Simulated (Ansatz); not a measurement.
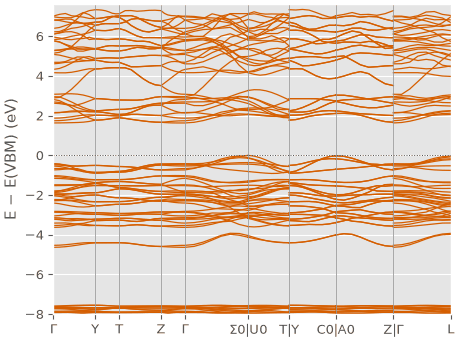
Fig. 1. Band structure from plane-wave PAW LDA (Ansatz code)

The gap is 1.63 eV; an edge lies off the plotted path or next to a special point (maximum on the Γ–Σ0 line, 96 % of the way from Γ, minimum on the Z–Γ line, 75 % of the way from Z).

The material is Cs2NbCuSe4 in space group Fddd (No. 70; Cs on 16g, Nb on 8b, Cu on 8a, Se on 32h).

The workflow started from a Materials Project entry (that database holds measured and hypothetical structures alike); the Crystallography Open Database files this formula in space group No. 70, but the cells were not matched. Whether it is the stable phase at ambient conditions was not checked. Symmetry was held in the LDA relaxation; whether a distortion lowers the energy is not shown. The run is not spin-polarised. Spin–orbit coupling is left out wherever it is not named.

Potentials: the later of the program's two PAW sets.
